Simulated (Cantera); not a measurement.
Feed: 1 mol Cu, 0.17 mol CO, 4.4 mol H2, at 1098 K.

Equilibrium computed with Cantera from the NASA thermochemical tables; the gas is ideal and each condensed phase is pure. Candidate condensed phases: C, C6H6, C7H8, C8H18, Cu, CuO, Cu(OH)2, Cu2O, H2O; 113 gas species. Equilibrium is a limit: real reactors are often held back by kinetics, nucleation or transport.

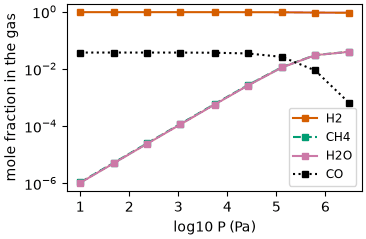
Fig. 1. Equilibrium gas composition (values under 1e-9 drawn at 1e-9)

Task: Read off the mole fractions at 30.0 bar.

Result: H2 about 0.92, CH4 about 0.039, H2O about 0.039, CO about 0.00066.
